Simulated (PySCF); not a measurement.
# triplet NH3: levels of theory compared

Wanted: a comparison of 6 runs (UHF/STO-3G, UBLYP/def2-TZVPPD, UM06-2X/def2-TZVPPD, UM06-L/def2-TZVPPD, UPBE/def2-TZVPPD, UTPSS/def2-TZVPPD) of triplet NH3. Input form: a Python script.

The calculation is run with PySCF 2.14.0.

1 further run of the same task is left out (set aside as unsound or not needed).

## (1) The molecule

The species is NH3 (4 atoms), meant as a triplet with charge 0. As SMILES of the parent species, `N`. Geometry: relaxed at PBE0-D4/def2-TZVP. That shape belongs to the parent species and isn't relaxed for this state.

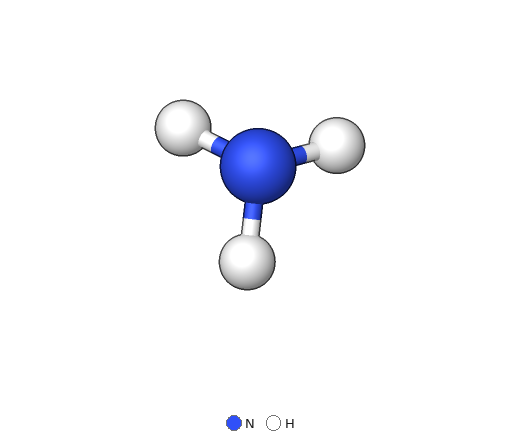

The structure, seen from a chosen angle (nitrogen blue, hydrogen white).

## (2) A single-point energy at UHF/STO-3G (run 1)

File geometry.xyz:

```xyz
4

N     -0.069910     0.249470     0.110930
H      0.490470    -0.301820     0.749180
H     -0.887480    -0.301940    -0.118910
H      0.466920     0.354280    -0.741200
```

File input.py:

```python
from pyscf import gto

molecule = gto.Mole()
molecule.atom = 'geometry.xyz'
molecule.charge = 0
molecule.verbose = 4
molecule.spin = 2
molecule.basis = 'sto-3g'
molecule.max_memory = 1860
molecule.build()

mf = molecule.UHF()
mf.conv_tol = 1e-10
mf.kernel()
if not mf.converged:
    mf = mf.newton().run(mf.mo_coeff, mf.mo_occ)

energy = mf.e_tot
print(f'total energy: {energy:.8f} hartree')
```

Launch:

```console
$ OMP_NUM_THREADS=1 python input.py
```

The log of the run:

```text
PySCF version 2.14.0

[... 39 lines left out ...]
WARN: HOMO 0.510264189604892 >= LUMO -0.263766493795773
[... 30 lines left out ...]
converged SCF energy = -54.9792505295005  <S^2> = 2.0028658  2S+1 = 3.00191
total energy: -54.97925053 hartree
```

Wall time 0.83 s (1 thread of Arm Neoverse V1, shared host); peak memory 0.12 GiB.

## (3) The energy at UBLYP/def2-TZVPPD (run 2)

File calc.py:

```python
from pyscf import gto, dft

mol = gto.M(
    atom='''
N     -0.069910     0.249470     0.110930
H      0.490470    -0.301820     0.749180
H     -0.887480    -0.301940    -0.118910
H      0.466920     0.354280    -0.741200
''',
    basis='def2-tzvppd',
    verbose=4,
    max_memory=1860,
    spin=2,
)

mf = dft.UKS(mol)
mf.xc = 'blyp'
mf.grids.level = 5
mf.conv_tol = 1e-10
mf.kernel()
if not mf.converged:
    mf = mf.newton().run(mf.mo_coeff, mf.mo_occ)

etot = mf.e_tot
print('Final energy', etot)
```

Launch:

```console
$ OMP_NUM_THREADS=1 python calc.py
```

The log of the run:

```text
PySCF version 2.14.0

[... 55 lines left out ...]
[... the frontier-level lines of each cycle are left out ...]
[... 5 lines left out ...]
[... 5 lines left out ...]
[... 5 lines left out ...]
[... 5 lines left out ...]
[... 5 lines left out ...]
[... 5 lines left out ...]
[... 1 line left out ...]
cycle= 7 E= -56.3335251976298  delta_E= -2.22e-08  |g|= 3.16e-05  |ddm|= 0.00674


cycle= 8 E= -56.3335251983034  delta_E= -6.74e-10  |g|= 1.18e-06  |ddm|= 0.00075


cycle= 9 E= -56.3335251983047  delta_E= -1.28e-12  |g|= 3.08e-07  |ddm|= 5.78e-05


Extra cycle  E= -56.333525198305  delta_E= -3.13e-13  |g|= 4.26e-07  |ddm|= 8.11e-06
converged SCF energy = -56.333525198305  <S^2> = 2.0015751  2S+1 = 3.0010499
Final energy -56.33352519830501
```

Run time: 9.6 s. Hardware: 1 thread of Arm Neoverse V1, shared host; peak memory 0.43 GiB.

Runs 3 to 4 aren't shown in full; the table further down has their settings and results.

## (4) The energy at UPBE/def2-TZVPPD (run 5)

File input.py:

```python
from pyscf import gto, dft

mol = gto.M(
    atom='''
N     -0.132111     0.471430     0.209627
H      0.926854    -0.570357     1.415745
H     -1.677094    -0.570584    -0.224707
H      0.882351     0.669492    -1.400665
''',
    max_memory=1860,
    spin=2,
    unit='bohr',
    basis='def2-tzvppd',
    charge=0,
    verbose=3,
)

ks = dft.UKS(mol, xc='pbe')
ks.conv_tol = 1e-10
ks.grids.level = 5
ks.kernel()
if not ks.converged:
    ks = ks.newton().run(ks.mo_coeff, ks.mo_occ)

energy = ks.e_tot
print('E = %.10f Eh' % energy)
```

Launch:

```console
$ OMP_NUM_THREADS=1 python input.py
```

The log of the run:

```text
WARN: HOMO -0.0254023476127898 >= LUMO -0.321485393797268

WARN: HOMO -0.0901656512743685 >= LUMO -0.358558606856214

WARN: HOMO -0.0824489079673114 >= LUMO -0.31943642376018

WARN: HOMO -0.0822389063552933 >= LUMO -0.322077784908664

WARN: HOMO -0.0825634249693223 >= LUMO -0.322387291824697

WARN: HOMO -0.0825730319549152 >= LUMO -0.322368684339544

WARN: HOMO -0.0825624893714334 >= LUMO -0.32235663122524

WARN: HOMO -0.0825678741916391 >= LUMO -0.322363370422615

WARN: HOMO -0.0825676762891732 >= LUMO -0.322362556267279

WARN: HOMO -0.0825677528703253 >= LUMO -0.322362818260302

converged SCF energy = -56.2822773603069  <S^2> = 2.0017224  2S+1 = 3.001148
E = -56.2822773603 Eh
```

Run time: 9.3 s. Hardware: 1 thread of Arm Neoverse V1, shared host; peak memory 0.43 GiB.

## (5) The energy at UTPSS/def2-TZVPPD (run 6)

File run.py:

```python
from pyscf import gto, dft

mol = gto.M(
    atom='N -0.069910 0.249470 0.110930; H 0.490470 -0.301820 0.749180; H -0.887480 -0.301940 -0.118910; H 0.466920 0.354280 -0.741200',
    basis='def2-tzvppd',
    spin=2,
    verbose=3,
    max_memory=1860,
)

mf = dft.UKS(mol, xc='tpss')
mf.conv_tol = 1e-10
mf.grids.level = 5
mf.kernel()
if not mf.converged:
    mf = mf.newton().run(mf.mo_coeff, mf.mo_occ)

e_final = mf.e_tot
print('Final energy', e_final)
```

Launch:

```console
$ OMP_NUM_THREADS=1 python run.py
```

The log of the run:

```text
WARN: HOMO -0.0215462269470734 >= LUMO -0.325774937573549

WARN: HOMO -0.0885784914019823 >= LUMO -0.348657441458947

WARN: HOMO -0.0799748729173473 >= LUMO -0.304266946885967

WARN: HOMO -0.0797878248319535 >= LUMO -0.306028262733264

WARN: HOMO -0.0803898173138862 >= LUMO -0.30680217759658

WARN: HOMO -0.0802434729548267 >= LUMO -0.3066164251251

WARN: HOMO -0.0802404149355738 >= LUMO -0.306579920999603

WARN: HOMO -0.0802431514182729 >= LUMO -0.306590414247829

WARN: HOMO -0.0802435837395024 >= LUMO -0.306590128128747

WARN: HOMO -0.0802438101685965 >= LUMO -0.306590657139267

converged SCF energy = -56.3585694206044  <S^2> = 2.0024065  2S+1 = 3.0016039
Final energy -56.35856942060444
```

Run time: 26 s. Hardware: 1 thread of Arm Neoverse V1, shared host; peak memory 0.49 GiB.

## (6) The series

```
run                level  integration grid  energy (Eh)  dipole moment (D)   ⟨S²⟩  wall time
  1           UHF/STO-3G                 –   -54.979251               0.21  2.003     0.83 s
  2    UBLYP/def2-TZVPPD                 5   -56.333525               0.55  2.002      9.6 s
  3  UM06-2X/def2-TZVPPD                 5   -56.311031               0.79  2.004       30 s
  4   UM06-L/def2-TZVPPD                 5   -56.330741               0.53  2.005       27 s
  5     UPBE/def2-TZVPPD                 5   -56.282277               0.67  2.002      9.3 s
  6    UTPSS/def2-TZVPPD                 5   -56.358569               0.90  2.002       26 s
```

## (7) Results

```
                                 quantity         value
                      run 6: total energy  -56.35857 Eh
                     run 6: dipole moment        0.90 D
run 6: HOMO energy (highest over α and β)      -2.18 eV
                              run 6: ⟨S²⟩         2.002
```

The dipole moment (its size) runs from 0.21 D (UHF/STO-3G) to 0.90 D (UTPSS/def2-TZVPPD). The two ends differ in method and basis. Totals of different functionals can't be ranked against each other. In run 1 the basis is minimal, so the values are rough. All runs together took 1.7 min, the longest 30 s.
